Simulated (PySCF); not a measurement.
```xyz
16
charge 0, multiplicity 1
C     1.1746    2.9200   -1.0685
C     0.4905    1.9975   -0.6854
Al   -0.6318    0.5354   -0.0757
S    -2.6329    0.9671    0.7361
C    -3.4237   -0.6959    0.8172
S    -0.0276   -1.5785   -0.4308
B     1.6788   -1.5975    0.0430
C     2.3758   -0.4064    0.8007
H     1.7709    3.7256   -1.3989
H    -2.7157   -1.4733    0.5293
H    -4.2734   -0.6926    0.1417
H    -3.7608   -0.8484    1.8377
H     2.2703   -2.5688   -0.2354
H     1.6685    0.2597    1.3109
H     3.1079   -0.7460    1.5316
H     2.9210    0.2111    0.0845
```

Work out the structure from the coordinates.

It has 16 atoms: 4 carbon, 8 hydrogen, 1 aluminium, 1 boron and 2 sulfur (C₄H₈AlBS₂). SMILES: `C#[C][Al]([S]C)[S]BC`. Among its groups: alkyne, B–H bond. This geometry has C1 symmetry. Coordination: 2 C linear; 1 Al trigonal planar; 2 S bent; 2 C tetrahedral; 1 B trigonal planar.

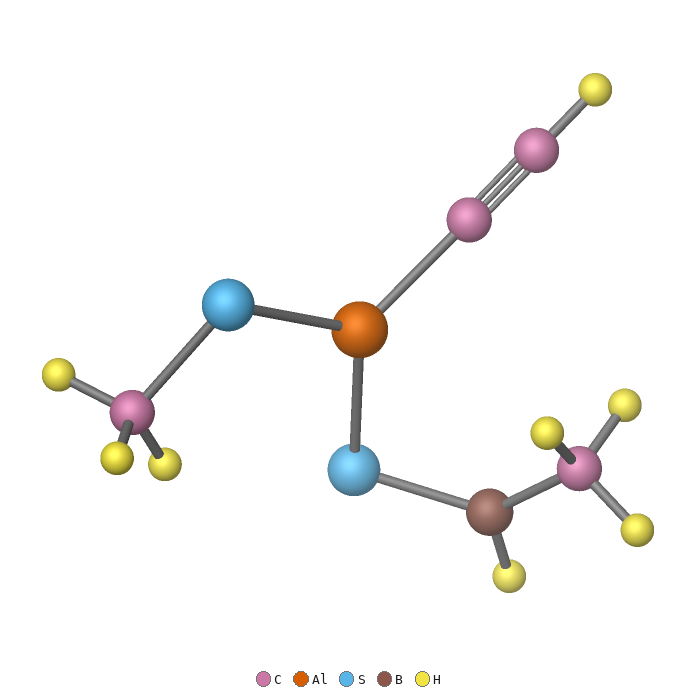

Figure made from data computed with PySCF.
